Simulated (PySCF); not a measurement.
# CHN: excited-state relaxation, vibronic structure

Wanted: excited-state relaxation, vibronic structure for CHN (`C#N`).

Computed with PySCF 2.14.0 and routines of our own; the level stands in each step. Atoms count from 0.

## Step 1: The starting structure

3 atoms, charge 0, multiplicity 1; geometry from: GFN2-xTB.

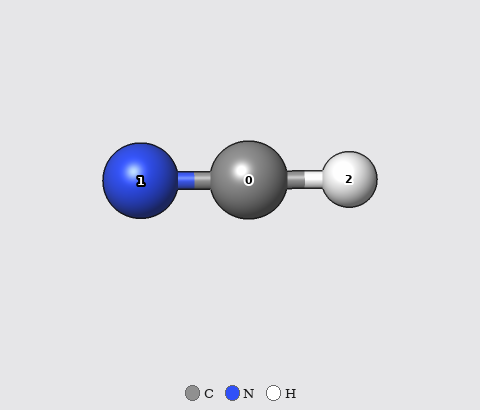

The starting geometry (carbon grey, nitrogen blue, hydrogen white).

## Step 2: Relaxing the molecule at BHandHLYP/def2-TZVP

What the job is given:

```
{"job": {"xc": "BHandHLYP", "basis": "def2-TZVP", "grid": 1, "kind": "geom"}, "charge": 0, "multiplicity": 1}
C     -0.022598    -0.001552    -0.003894
N      1.114763     0.020146    -0.010855
H     -1.080684    -0.021132     0.002196
```

Started as:

```bash
> OMP_NUM_THREADS=1 python excited_run.py task.json out
```

One launch serves the whole session: the jobs run in the order shown.

The program printed:

```text
step   0  E = -93.40538586  max force = 0.012231
step   1  E = -93.40538769  max force = 0.002197
step   2  E = -93.40541941  max force = 0.001242
step   3  E = -93.40543209  max force = 0.000069
optimisation converged
```

Run time: 1.9 s. Hardware: 1 thread of Arm Neoverse V1, shared host; peak memory 0.27 GiB.

The steps of the relaxation:

| step | energy from step 0 (eV) | largest force component (eV/Å) |
| --- | --- | --- |
| 0 | 0.0000 | 0.6289 |
| 1 | 0.0000 | 0.1130 |
| 2 | -0.0009 | 0.0639 |
| 3 | -0.0013 | 0.0035 |

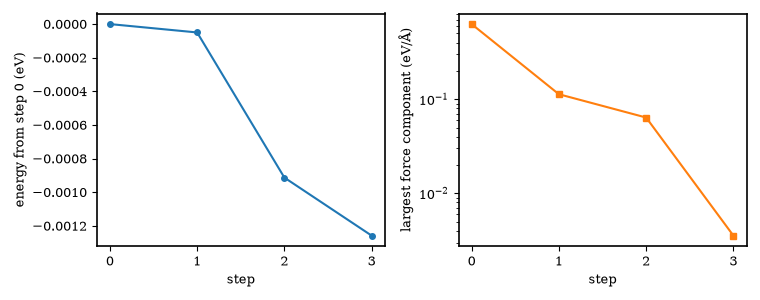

Energy and largest force along the relaxation.

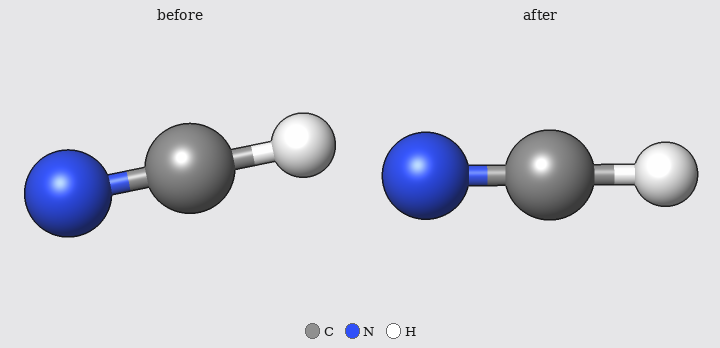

The geometry before (left) and after (right).

Close pairs (by a distance rule), those that changed most:

```
 bond  before (Å)  after (Å)  change (Å)
C0–N1       1.138      1.133      -0.004
C0–H2       1.058      1.060      +0.001
```

The end geometry stands in the next job.

```csv
at the end point,value
point group (found at 0.08 Å tolerance),Cinfv
"rotational constants (GHz, main isotopes)","45.918, 45.918"
dipole moment (D),3.13
```

## Step 3: Excited-state relaxation: TDA BHandHLYP/def2-TZVP

What the job is given:

```
{"job": {"kind": "xopt", "state": "S1", "method": "TDA", "freq": true, "xc": "BHandHLYP", "basis": "def2-TZVP", "grid": 1}, "charge": 0, "multiplicity": 1}
C     -0.020405     0.003314    -0.005722
N      1.095273    -0.183158     0.064995
H     -1.063396     0.177528    -0.071787
```

Level: TDA BHandHLYP/def2-TZVP excited-state geometry optimisation, gas phase.

The program printed:

```text
final grid: 12776 points
cycle   1  E = -93.3651265321  dE =  1.596e-01  |g| = 3.818e-01  |ddm| = 1.422e+00
cycle   2  E = -93.3124470736  dE =  5.268e-02  |g| = 6.564e-01  |ddm| = 5.168e-01
cycle   3  E = -93.4052485100  dE = -9.280e-02  |g| = 2.338e-02  |ddm| = 3.218e-01
cycle   4  E = -93.4054170789  dE = -1.686e-04  |g| = 7.333e-03  |ddm| = 3.161e-02
cycle   5  E = -93.4054309455  dE = -1.387e-05  |g| = 1.954e-03  |ddm| = 6.653e-03
cycle   6  E = -93.4054320357  dE = -1.090e-06  |g| = 4.563e-04  |ddm| = 2.074e-03
cycle   7  E = -93.4054320850  dE = -4.933e-08  |g| = 4.741e-05  |ddm| = 4.406e-04
cycle   8  E = -93.4054320855  dE = -4.604e-10  |g| = 1.558e-06  |ddm| = 3.137e-05
converged SCF energy = -93.4054320855

vertical S1 at the ground-state geometry: 7.8899 eV
step    E(state)/Eh    max force   excitation/eV  root
  0     -93.12054321   0.296463     7.7463      1
  1     -93.15445455   0.048649     6.0483      1
  2     -93.15596950   0.020508     5.7822      1
  3     -93.15964691   0.028883     5.1866      1
  4     -93.16909287   0.038313     5.0677      1
  5     -93.18026781   0.022646     4.5844      1
  6     -93.16028937   0.083670     2.5997      1
  7     -93.18013917   0.042737     3.6093      1
  8     -93.17734449   0.078377     4.6443      1
  9     -93.18142297   0.030549     4.3189      1
 10     -93.18269698   0.009911     4.3025      1
 11     -93.18274975   0.004434     4.1572      1
 12     -93.18277713   0.000154     4.2191      1
 13     -93.18277726   0.000058     4.2205      1
optimisation converged
vertical emission 4.2205 eV, adiabatic 6.0587 eV, Stokes shift 3.6694 eV, reorganisation 1.8312 (excited) and 1.8382 eV (ground)
zero-point change -0.1226 eV, 0-0 energy 5.9361 eV
frequencies of the excited state (cm-1): 1000 1626 2885
```

Run time: 28 s. Hardware: 1 thread of Arm Neoverse V1, shared host; peak memory 0.28 GiB.

Key values:

```csv
quantity,value
"vertical absorption, S1",7.89 eV
"adiabatic energy, S1",6.06 eV
"vertical emission, S1",4.22 eV
"Stokes shift, S1",3.67 eV
"geometry moved (RMSD), S1",0.457 Å
```

Bonds of the start that changed most:

```
 bond  start (Å)  end (Å)
C0–N1      1.133    1.283
C0–H2      1.060    1.105
```

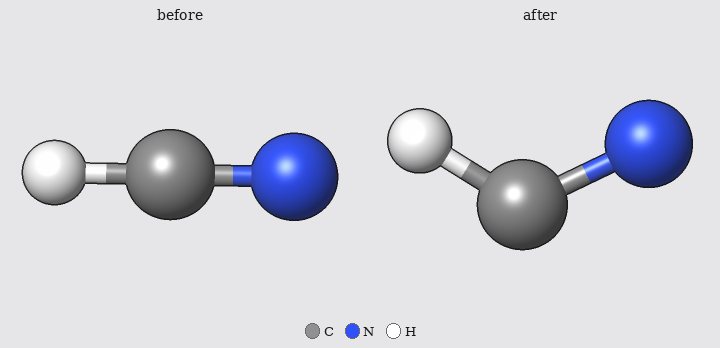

Before and after.

## Step 4: Excited-state relaxation: UKS BHandHLYP/def2-TZVP

What the job is given:

```
{"job": {"kind": "xopt", "state": "T1", "method": "UKS", "freq": true, "xc": "BHandHLYP", "basis": "def2-TZVP", "grid": 1}, "charge": 0, "multiplicity": 1}
C     -0.020405     0.003314    -0.005722
N      1.095273    -0.183158     0.064995
H     -1.063396     0.177528    -0.071787
```

Level: UKS BHandHLYP/def2-TZVP excited-state geometry optimisation, gas phase.

The program printed:

```text
final grid: 12776 points
cycle   1  E = -93.3651265321  dE =  1.596e-01  |g| = 3.818e-01  |ddm| = 1.422e+00
cycle   2  E = -93.3124470736  dE =  5.268e-02  |g| = 6.564e-01  |ddm| = 5.168e-01
cycle   3  E = -93.4052485100  dE = -9.280e-02  |g| = 2.338e-02  |ddm| = 3.218e-01
cycle   4  E = -93.4054170789  dE = -1.686e-04  |g| = 7.333e-03  |ddm| = 3.161e-02
cycle   5  E = -93.4054309455  dE = -1.387e-05  |g| = 1.954e-03  |ddm| = 6.653e-03
cycle   6  E = -93.4054320357  dE = -1.090e-06  |g| = 4.563e-04  |ddm| = 2.074e-03
cycle   7  E = -93.4054320850  dE = -4.933e-08  |g| = 4.741e-05  |ddm| = 4.406e-04
cycle   8  E = -93.4054320855  dE = -4.604e-10  |g| = 1.558e-06  |ddm| = 3.137e-05
converged SCF energy = -93.4054320855

vertical T1 at the ground-state geometry: 6.6196 eV
step    E(state)/Eh    max force   <S^2>
  0     -93.16745590   0.304747    2.0079
  1     -93.20566143   0.049084    2.0079
  2     -93.21718608   0.047020    2.0060
  3     -93.23501217   0.029420    2.0047
  4     -93.20660275   0.053569    2.0061
  5     -93.23779961   0.020599    2.0050
  6     -93.23988644   0.006254    2.0048
  7     -93.24001159   0.002486    2.0048
  8     -93.24001821   0.000459    2.0048
  9     -93.24001839   0.000058    2.0048
optimisation converged
vertical emission 2.8452 eV, adiabatic 4.5011 eV, Stokes shift 3.7744 eV, reorganisation 2.1185 (excited) and 1.6559 eV (ground)
zero-point change -0.1051 eV, 0-0 energy 4.3961 eV
frequencies of the excited state (cm-1): 1074 1733 2988
```

Run time: 22 s. Hardware: 1 thread of Arm Neoverse V1, shared host; peak memory 0.28 GiB.

Key values:

| quantity | value |
| --- | --- |
| vertical gap at the ground-state geometry, T1 | 6.62 eV |
| adiabatic energy, T1 | 4.50 eV |
| vertical gap at the relaxed geometry, T1 | 2.85 eV |
| difference of the two gaps, T1 | 3.77 eV |
| geometry moved (RMSD), T1 | 0.457 Å |

Bonds of the start that changed most:

```csv
bond,start (Å),end (Å)
C0–N1,1.133,1.266
C0–H2,1.060,1.097
```

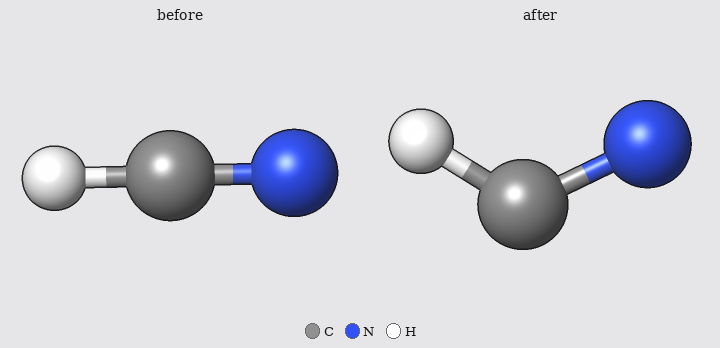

Before and after.

## Step 5: Excited-state relaxation: TDA BHandHLYP/def2-TZVP

What the job is given:

```
{"job": {"kind": "xopt", "state": "T1", "method": "TDA", "xc": "BHandHLYP", "basis": "def2-TZVP", "grid": 1}, "charge": 0, "multiplicity": 1}
C     -0.020405     0.003314    -0.005722
N      1.095273    -0.183158     0.064995
H     -1.063396     0.177528    -0.071787
```

With the program's defaults for keys left out, this is: TDA BHandHLYP/def2-TZVP excited-state geometry optimisation, gas phase.

The program printed:

```text
final grid: 12776 points
cycle   1  E = -93.3651265321  dE =  1.596e-01  |g| = 3.818e-01  |ddm| = 1.422e+00
cycle   2  E = -93.3124470736  dE =  5.268e-02  |g| = 6.564e-01  |ddm| = 5.168e-01
cycle   3  E = -93.4052485100  dE = -9.280e-02  |g| = 2.338e-02  |ddm| = 3.218e-01
cycle   4  E = -93.4054170789  dE = -1.686e-04  |g| = 7.333e-03  |ddm| = 3.161e-02
cycle   5  E = -93.4054309455  dE = -1.387e-05  |g| = 1.954e-03  |ddm| = 6.653e-03
cycle   6  E = -93.4054320357  dE = -1.090e-06  |g| = 4.563e-04  |ddm| = 2.074e-03
cycle   7  E = -93.4054320850  dE = -4.933e-08  |g| = 4.741e-05  |ddm| = 4.406e-04
cycle   8  E = -93.4054320855  dE = -4.604e-10  |g| = 1.558e-06  |ddm| = 3.137e-05
converged SCF energy = -93.4054320855

vertical T1 at the ground-state geometry: 6.3345 eV
step    E(state)/Eh    max force   excitation/eV  root
  0     -93.17780983   0.302531     6.1880      1
  1     -93.21292504   0.040821     4.3885      1
  2     -93.21418949   0.018749     4.1643      1
  3     -93.21757127   0.027986     3.5940      1
  4     -93.22565666   0.035314     3.5314      1
  5     -93.23602879   0.019392     3.1089      1
  6     -93.21542365   0.180008     3.8328      1
  7     -93.23668707   0.045058     3.2446      1
  8     -93.23479391   0.045502     2.4711      1
  9     -93.23767349   0.018738     2.7527      1
 10     -93.23828644   0.005765     2.9621      1
 11     -93.23785029   0.024278     3.1123      1
 12     -93.23828964   0.009867     3.0460      1
 13     -93.23836471   0.000102     2.9734      1
 14     -93.23836431   0.000041     2.9739      1
optimisation converged
vertical emission 2.9739 eV, adiabatic 4.5461 eV, Stokes shift 3.3606 eV, reorganisation 1.7883 (excited) and 1.5722 eV (ground)
```

Run time: 12 s. Hardware: 1 thread of Arm Neoverse V1, shared host; peak memory 0.29 GiB.

From this job:

```
                                     quantity    value
vertical gap at the ground-state geometry, T1  6.33 eV
                         adiabatic energy, T1  4.55 eV
     vertical gap at the relaxed geometry, T1  2.97 eV
               difference of the two gaps, T1  3.36 eV
                    geometry moved (RMSD), T1  0.436 Å
```

Bonds of the start that changed most:

```
 bond  start (Å)  end (Å)
C0–N1      1.133    1.264
C0–H2      1.060    1.095
```

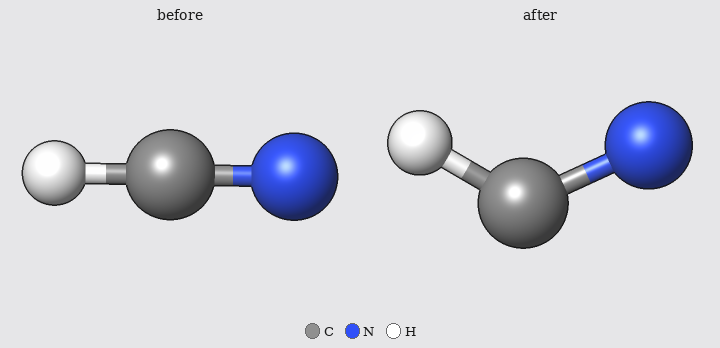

Before and after.

## Step 6: Vibronic structure: TDA BHandHLYP/def2-TZVP

What the job is given:

```
{"job": {"kind": "vib", "tda": true, "freq": true, "xc": "BHandHLYP", "basis": "def2-TZVP", "grid": 1}, "charge": 0, "multiplicity": 1}
C     -0.020405     0.003314    -0.005722
N      1.095273    -0.183158     0.064995
H     -1.063396     0.177528    -0.071787
```

Method: TDA BHandHLYP/def2-TZVP vertical-gradient vibronic structure (displaced harmonic oscillators, Condon), gas phase.

The program printed:

```text
final grid: 12776 points
cycle   1  E = -93.3651265321  dE =  1.596e-01  |g| = 3.818e-01  |ddm| = 1.422e+00
cycle   2  E = -93.3124470736  dE =  5.268e-02  |g| = 6.564e-01  |ddm| = 5.168e-01
cycle   3  E = -93.4052485100  dE = -9.280e-02  |g| = 2.338e-02  |ddm| = 3.218e-01
cycle   4  E = -93.4054170789  dE = -1.686e-04  |g| = 7.333e-03  |ddm| = 3.161e-02
cycle   5  E = -93.4054309455  dE = -1.387e-05  |g| = 1.954e-03  |ddm| = 6.653e-03
cycle   6  E = -93.4054320357  dE = -1.090e-06  |g| = 4.563e-04  |ddm| = 2.074e-03
cycle   7  E = -93.4054320850  dE = -4.933e-08  |g| = 4.741e-05  |ddm| = 4.406e-04
cycle   8  E = -93.4054320855  dE = -4.604e-10  |g| = 1.558e-06  |ddm| = 3.137e-05
converged SCF energy = -93.4054320855

Singlet excitations (eV, f): 7.890 (0.0000)  8.233 (0.0000)  8.233 (0.0000)  9.836 (0.0253)  9.836 (0.0253)  10.755 (0.0113)

State S1  7.8899 eV  f = 0.00000  H-1->L 0.45, H->L+1 0.45
  relaxed dipole 2.264 D, largest gradient of the excitation energy 0.3228 Eh/bohr
  mode    cm-1        S   lambda/meV  Raman
    3   2310.2    3.2152     920.9   1.000
    4   3543.1    0.1814      79.7   0.133
  reorganisation energy 1.0006 eV, total S 3.397, 0-0 6.8893 eV
  absorption maximum 7.749 eV, width 1.156 eV

State S4  9.8357 eV  f = 0.02534  H-2->L 0.97
  relaxed dipole 0.782 D, largest gradient of the excitation energy 0.1604 Eh/bohr
  mode    cm-1        S   lambda/meV  Raman
    3   2310.2    0.8318     238.2   1.000
    4   3543.1    0.0360      15.8   0.102
  reorganisation energy 0.2541 eV, total S 0.868, 0-0 9.5816 eV
  absorption maximum 9.582 eV, width 0.322 eV

State S5  9.8358 eV  f = 0.02534  H-2->L+1 0.97
  relaxed dipole 0.782 D, largest gradient of the excitation energy 0.1604 Eh/bohr
  mode    cm-1        S   lambda/meV  Raman
    3   2310.2    0.8318     238.3   1.000
    4   3543.1    0.0360      15.8   0.102
  reorganisation energy 0.2541 eV, total S 0.868, 0-0 9.5817 eV
  absorption maximum 9.582 eV, width 0.322 eV

State T1  6.3345 eV  f = 0.00000  H->L 0.44, H-1->L+1 0.44
  relaxed dipole 2.338 D, largest gradient of the excitation energy 0.3293 Eh/bohr
  mode    cm-1        S   lambda/meV  Raman
    3   2310.2    3.3609     962.6   1.000
    4   3543.1    0.1859      81.6   0.130
  reorganisation energy 1.0443 eV, total S 3.547, 0-0 5.2902 eV
  absorption maximum 6.149 eV, width 0.885 eV
```

Wall time 1.2 s (1 thread of Arm Neoverse V1, shared host); peak memory 0.29 GiB.

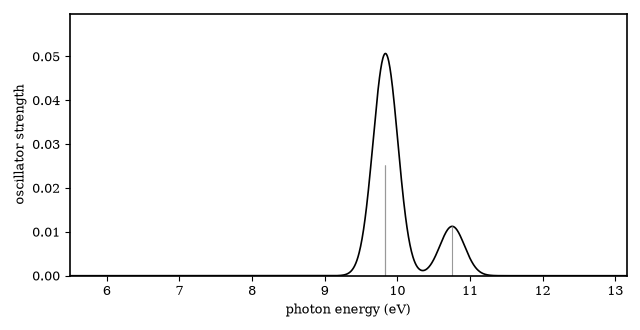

Absorption lines of the singlets. Lines are broadened to a width of 0.40 eV (Gaussian).

## Step 7: Outcome

| quantity | value |
| --- | --- |
| point group | Cinfv |
| rotational constants (main isotopes) | 45.92, 45.92 GHz |
| vertical absorption, S1 (step 3, TDA BHandHLYP/def2-TZVP) | 7.89 eV |
| adiabatic energy, S1 (step 3, TDA BHandHLYP/def2-TZVP) | 6.06 eV |
| vertical emission, S1 (step 3, TDA BHandHLYP/def2-TZVP) | 4.22 eV |
| Stokes shift, S1 (step 3, TDA BHandHLYP/def2-TZVP) | 3.67 eV |
| vertical gap at the ground-state geometry, T1 (step 4, UKS BHandHLYP/def2-TZVP) | 6.62 eV |
| adiabatic energy, T1 (step 4, UKS BHandHLYP/def2-TZVP) | 4.50 eV |
| vertical gap at the relaxed geometry, T1 (step 4, UKS BHandHLYP/def2-TZVP) | 2.85 eV |
| difference of the two gaps, T1 (step 4, UKS BHandHLYP/def2-TZVP) | 3.77 eV |
| vertical gap at the ground-state geometry, T1 (step 5, TDA BHandHLYP/def2-TZVP) | 6.33 eV |
| adiabatic energy, T1 (step 5, TDA BHandHLYP/def2-TZVP) | 4.55 eV |
| vertical gap at the relaxed geometry, T1 (step 5, TDA BHandHLYP/def2-TZVP) | 2.97 eV |
| difference of the two gaps, T1 (step 5, TDA BHandHLYP/def2-TZVP) | 3.36 eV |
| S1: vertical, reorganisation, 0-0, total S (step 6, TDA BHandHLYP/def2-TZVP, modes from BHandHLYP/def2-TZVP) | 7.89, 1.00, 6.89 eV; 3.4 |
| S4: vertical, reorganisation, 0-0, total S (step 6, TDA BHandHLYP/def2-TZVP, modes from BHandHLYP/def2-TZVP) | 9.84, 0.25, 9.58 eV; 0.9 |
| S5: vertical, reorganisation, 0-0, total S (step 6, TDA BHandHLYP/def2-TZVP, modes from BHandHLYP/def2-TZVP) | 9.84, 0.25, 9.58 eV; 0.9 |

With BHandHLYP/def2-TZVP, its start was all but relaxed already: 3 steps gained 1.3 meV. In steps 3, 4, 5 the harmonic model is doubtful. In step 3 (excited-state relaxation), among the bonds C0–N1 changes most, from 1.133 to 1.283 Å. The atoms move far more than that, so angles or torsions carry the main change. In step 4 (excited-state relaxation), among the bonds C0–N1 changes most, from 1.133 to 1.266 Å. Where no frequencies were run, the relaxed excited state may be a saddle. In step 5 (excited-state relaxation), among the bonds C0–N1 changes most, from 1.133 to 1.264 Å. Some states lie very close; unless symmetry makes them partners, their order is unsure. The vibronic model keeps the ground-state modes and shifts them along the gradient alone, so it can miss much of the relaxation that a full optimisation finds. ΔSCF (UKS) and response values aren't on one footing and may follow different states, so their differences aren't method errors alone, and singlets and triplets from the two don't rank.
